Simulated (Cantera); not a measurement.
Feed: 1 mol BaF2, 2.5 mol O2, 7.2 mol H2, held at 1.33 mbar.

Equilibrium computed with Cantera from the NASA thermochemical tables; the gas is ideal and each condensed phase is pure. Candidate condensed phases: Ba, BaF2, BaO, Ba(OH)2, H2O; 27 gas species. Mutual solubility and eutectic melting of coexisting phases are not modelled. Kinetics and transport are ignored.

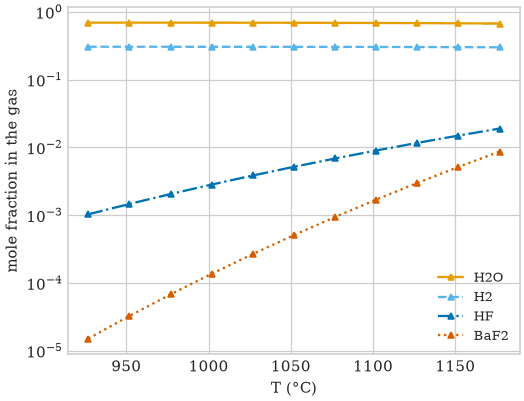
Figure. Equilibrium gas composition (values under 1e-9 drawn at 1e-9)

From 927 °C to 1177 °C the condensed part is BaF2(s) + BaO(s). The main Ba-bearing gas is Ba(OH)2 at 927 °C and BaF2 at 1177 °C. The share of Ba in condensed phases is highest at 927 °C (100.0 %) and lowest at 1177 °C (93.2 %).
